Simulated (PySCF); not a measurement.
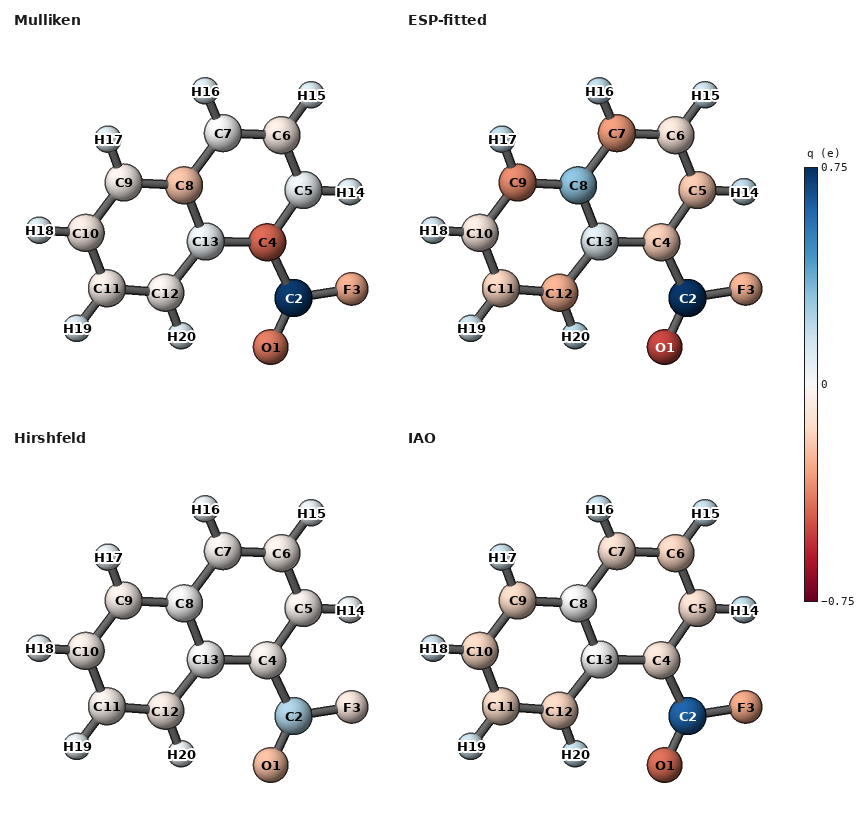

Atomic charges of one calculation by 4 schemes, on one colour scale. The computed structure is the end point of a PBE0-D3(BJ)/def2-SVP optimisation. No frequency run is at hand to confirm it as a minimum. Level of theory: PBE0/pcSseg-1 in benzene (IEF-PCM) (PySCF 2.14.0).

### Which scheme gives the most polar picture (largest mean size of the charges)?

The ESP-fitted charges are the largest in size here, and the Hirshfeld charges the smallest.

### On which atom do the schemes disagree most?

On C8 (from −0.21 to 0.31 e).

List the charges (e), one line for each set of equivalent atoms.

```
atom  Mulliken  ESP-fitted  Hirshfeld    IAO
  O1     −0.39       −0.50      −0.23  −0.41
  C2      0.72        0.73       0.23   0.60
  F3     −0.27       −0.26      −0.08  −0.29
  C4     −0.43       −0.18      −0.03  −0.09
  C5      0.04       −0.20      −0.03  −0.11
  C6     −0.06       −0.08      −0.05  −0.16
  C7      0.01       −0.31      −0.02  −0.11
  C8     −0.21        0.31       0.00  −0.01
  C9     −0.04       −0.36      −0.04  −0.14
 C10     −0.06       −0.08      −0.05  −0.15
 C11     −0.05       −0.16      −0.04  −0.14
 C12     −0.03       −0.26      −0.05  −0.16
 C13      0.04        0.09       0.00   0.01
 H14      0.10        0.19       0.05   0.18
 H15      0.11        0.15       0.06   0.17
 H16      0.09        0.19       0.06   0.16
 H17      0.09        0.19       0.06   0.16
 H18      0.11        0.15       0.06   0.16
 H19      0.11        0.16       0.06   0.16
 H20      0.12        0.21       0.04   0.18
```
